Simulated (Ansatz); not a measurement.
**CH$_{7}$MoN$_{3}$O (SMILES C[O][Mo](=[NH])(=[NH])[NH2]): density, localisation and related maps**

The calculation's input:

```
crystal:
  periodic: [false, false, false]
  atoms:
    - {symbol: C, position_ang: [-0.118321, -1.914449, 1.221685]}
    - {symbol: O, position_ang: [0.736393, -1.026764, 0.552024]}
    - {symbol: Mo, position_ang: [0.263974, 0.455105, -0.511558]}
    - {symbol: N, position_ang: [1.607187, 0.810599, -1.544375]}
    - {symbol: N, position_ang: [-1.198101, 0.087523, -1.364605]}
    - {symbol: N, position_ang: [-0.097642, 2.029520, 0.565073]}
    - {symbol: H, position_ang: [0.443221, -2.817953, 1.478390]}
    - {symbol: H, position_ang: [-0.973943, -2.195304, 0.596990]}
    - {symbol: H, position_ang: [-0.496611, -1.468900, 2.149256]}
    - {symbol: H, position_ang: [2.064378, 0.954194, -2.433287]}
    - {symbol: H, position_ang: [-1.764157, -0.054265, -2.189565]}
    - {symbol: H, position_ang: [-1.030565, 2.352030, 0.768299]}
    - {symbol: H, position_ang: [0.584590, 2.753864, 0.726474]}
basis:
  gaussian: {orbitals: def2-TZVPP}
hamiltonian: {xc: pbe0, dispersion: d4}
output: {orbitals: {seedname: orbitals}}
```

Launched as:

```sh
ansatz run in.yaml --threads 4 --pin off --events-out ev --progress --plain --max-ram 11315MiB
```

Geometry: PBE0-D4/def2-TZVP; core potentials replace the inner electrons of Mo.

The calculation used Ansatz 0.2.0, RKS PBE0-D4/def2-TZVPP.

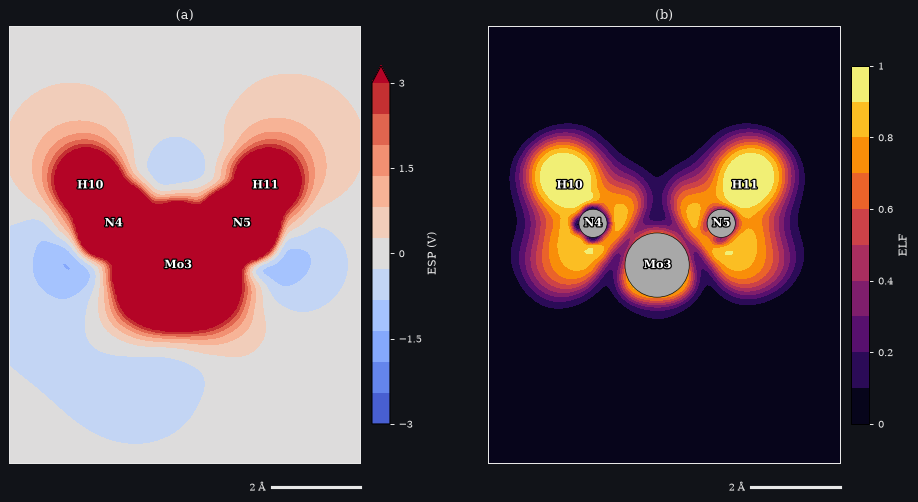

Figure 1. (a) electrostatic potential; (b) electron localisation function on the plane of atoms Mo3, N4 and H10. Grey discs cover the atomic cores in the ELF map.

Question: Interpret the plot.

Answer: Atoms in the plane: Mo, N and H. Mo–N (1.73 Å): the ELF peaks at about 0.75 in the valence shell of N, 0.5 Å from its nucleus, and drops to about 0.35 between the two atoms. N–H (1.01 Å): the ELF climbs to about 1 towards the hydrogen, as it does in any bond to H; a covalent bond by its length. Outside the dense part of the molecule the potential is most negative (−1.4 V) near N4.

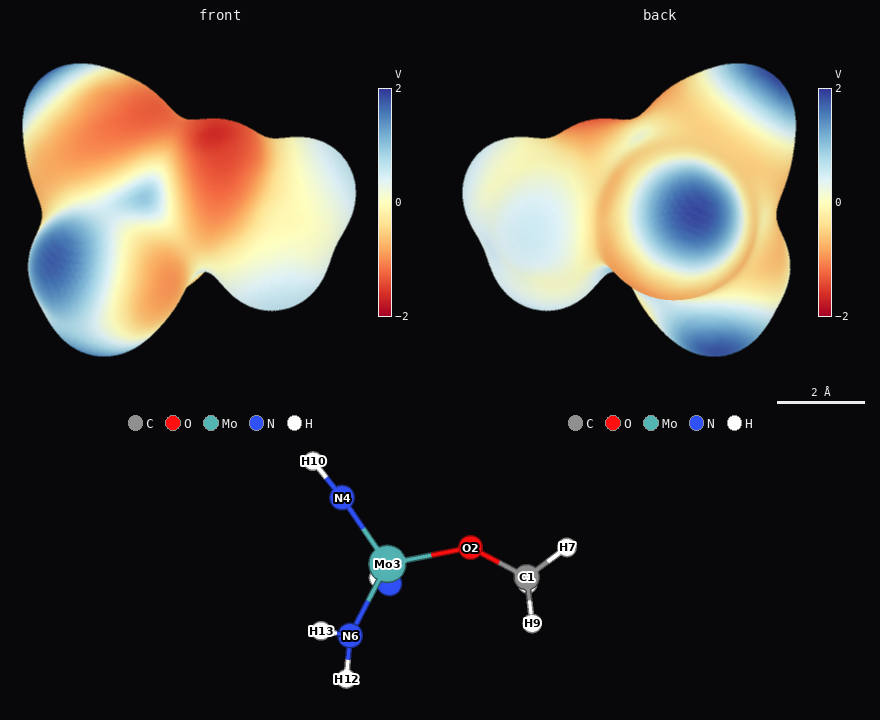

Figure 2. The molecular electrostatic potential painted on the density surface at 0.002 e/bohr³, seen from the front and from behind; the colour scale runs from red (negative) to blue (positive). The bare structure is drawn below in the same view.

Question: Which sites attract a positive test charge, and which a negative one?

Answer: A positive charge is drawn to the negative regions and a negative charge to the positive ones. The most negative region (about −1.6 V) lies over O2, the most positive (about +1.8 V) over H10, H11 and H12. O2 is the likeliest acceptor of a hydrogen bond.

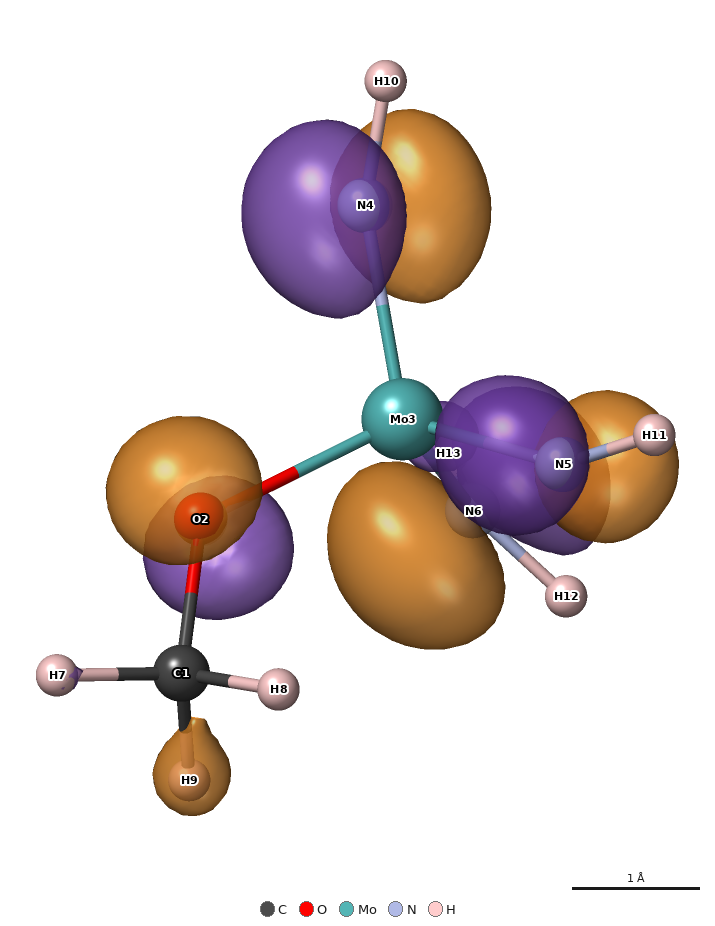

Figure 3. The HOMO at ±0.15 Å⁻³ᐟ² (orange and purple are the two phases), seen at an oblique angle.

Question: Where does this orbital lie, and at what energy?

Answer: It lies mainly on N6 (about 25 %), N4 (about 20 %), O2 (about 15 %), N5 (about 15 %) and Mo3 (about 10 %); largely a combination of lone pairs on N6, N4, O2 and N5. Its energy is −7.15 eV.
